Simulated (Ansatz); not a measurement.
**Two runs on H$_{2}$Cl**

System: H$_{2}$Cl, charge −1.
Method of run A: RHF-MP2, frozen core/aug-cc-pVTZ (Ansatz 0.2.0).

Text and figures count atoms from 1; the logs count them from 0 in places.

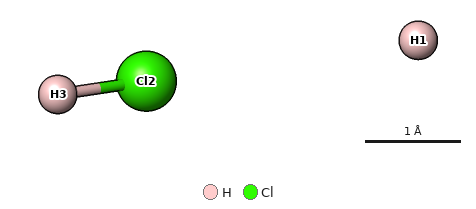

Fig. 1: The input geometry (ball-and-stick view, seen at a tilt; atoms are numbered from 1 in the order of the input). Bond lengths as drawn: Cl–H 1.13 Å.

Input, run A:
```yaml
crystal:
  periodic: [false, false, false]
  atoms:
    - { symbol: H, position_ang: [-3.464, 0.0, 0.0] }
    - { symbol: Cl, position_ang: [0.0, 0.0, 0.0] }
    - { symbol: H, position_ang: [1.129, 0.0, 0.0] }
total_charge: -1
basis:
  gaussian: { orbitals: aug-cc-pVTZ }
hamiltonian:
  xc: hf
output:
  forces: true
correlation:
  method: mp2
```

Launched with:
```bash
ansatz run input.yaml --threads 1 --pin off --max-ram 2560MiB --backend cpu --events-out ev --progress --plain --runs-dir out
```

Hardware: 1 thread of Arm Neoverse V1, 24 GiB of memory available, shared host.

Output (run A):
```
Engine: ansatz 0.2.0, aarch64-unknown-linux-gnu
Functional definition: HF
  exchange = exact_x
  correlation = 0
525 factors; integrals over basis functions are off by at most 9.0e-4 eV
mean field evaluation 1: about -12530.7227 eV, gradient 2.4e1 eV
mean field evaluation 2: about -12530.7247 eV, gradient 2.4e1 eV
mean field evaluation 4: about -12532.9363 eV, gradient 1.3e0 eV
mean field evaluation 8: about -12532.9472 eV, gradient 7.9e-5 eV
mean field -12532.94723899 eV, -460.5773158962 hartree, gradient 2.6e-6 eV, S^2 0.000000; 0 other end points of the search recorded, 0 dependent functions left out; unrestricted orbitals would lower it
mean field evaluation 16: about -12532.9002 eV, gradient 2.9e0 eV
5 core orbitals not correlated: weight in the atoms' cores, before any rotation towards them, 1.000 or more for the frozen orbitals, at most 0.000 for the correlated occupied ones
reference -12532.94723899 eV, -460.5773158962 hartree; 5, 5 occupied and 86, 86 virtual orbitals, 525 factors
second order -6.45387277 eV of doubles, -0.00000000 eV of singles
the calculation of the forces begins
Total energy: -12539.40111176 eV, -460.8144913458 hartree
Atom 0 at    -3.464000     0.000000     0.000000 Å, force     0.024778    -0.000000    -0.000000 eV/Å
Atom 1 at     0.000000     0.000000     0.000000 Å, force    -7.449513    -0.000000    -0.000000 eV/Å
Atom 2 at     1.129000     0.000000     0.000000 Å, force     7.424736     0.000000     0.000000 eV/Å
Dipole moment:     3.396873     0.000000    -0.000000 e Å
```

For run B the input was changed thus:
```diff
-    - { symbol: H, position_ang: [-3.464, 0.0, 0.0] }
+    - { symbol: H, position_ang: [-2.539, 0.0, 0.0] }
-    - { symbol: H, position_ang: [1.129, 0.0, 0.0] }
+    - { symbol: H, position_ang: [1.336, 0.0, 0.0] }
```

What does this change do to the results?

Output (run B):
```
Engine: ansatz 0.2.0, aarch64-unknown-linux-gnu
Functional definition: HF
  exchange = exact_x
  correlation = 0
530 factors; integrals over basis functions are off by at most 1.3e-3 eV
mean field evaluation 1: about -12531.0187 eV, gradient 2.4e1 eV
mean field evaluation 2: about -12531.0210 eV, gradient 2.4e1 eV
mean field evaluation 4: about -12533.1826 eV, gradient 1.4e0 eV
mean field evaluation 8: about -12533.1993 eV, gradient 1.1e-4 eV
mean field -12533.19932494 eV, -460.5865798839 hartree, gradient 2.0e-6 eV, S^2 0.000000; 0 other end points of the search recorded, 0 dependent functions left out; unrestricted orbitals would lower it
mean field evaluation 16: about -12533.1463 eV, gradient 2.2e0 eV
5 core orbitals not correlated: weight in the atoms' cores, before any rotation towards them, 1.000 or more for the frozen orbitals, at most 0.000 for the correlated occupied ones
reference -12533.19932494 eV, -460.5865798839 hartree; 5, 5 occupied and 86, 86 virtual orbitals, 530 factors
second order -6.68551147 eV of doubles, -0.00000000 eV of singles
the calculation of the forces begins
Total energy: -12539.88483641 eV, -460.8322678990 hartree
Atom 0 at    -2.539000     0.000000     0.000000 Å, force    -0.033074    -0.000000    -0.000000 eV/Å
Atom 1 at     0.000000     0.000000     0.000000 Å, force     0.867445    -0.000000    -0.000000 eV/Å
Atom 2 at     1.336000     0.000000     0.000000 Å, force    -0.834371     0.000000     0.000000 eV/Å
Dipole moment:     2.247597     0.000000     0.000000 e Å
```

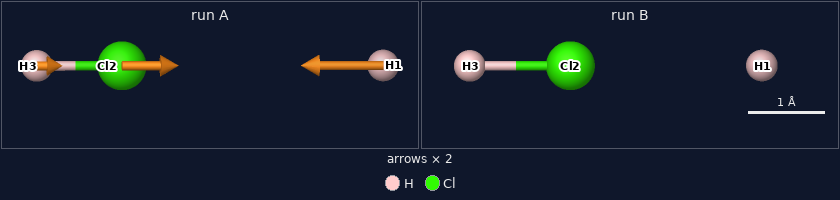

Fig. 2: The two input geometries at one scale (ball-and-stick view, seen on its broad side). The orange arrows on the first give the shifts of the atoms after the best rigid fit, magnified 2 times. The atom that moves furthest after the best rigid fit is H1 (0.55 Å). Largest moves by element: H 0.55 Å, Cl 0.38 Å. Among the contacts that change: Cl2–H3 1.129 → 1.336 Å.

The two runs side by side:

```tsv
quantity	run A	run B
outcome	converged	converged
total energy (hartree)	−460.814491	–
largest force (eV/Å)	7.450	–
basis functions	91	–
wall time (shared host)	1.1 s	3.7 min
```
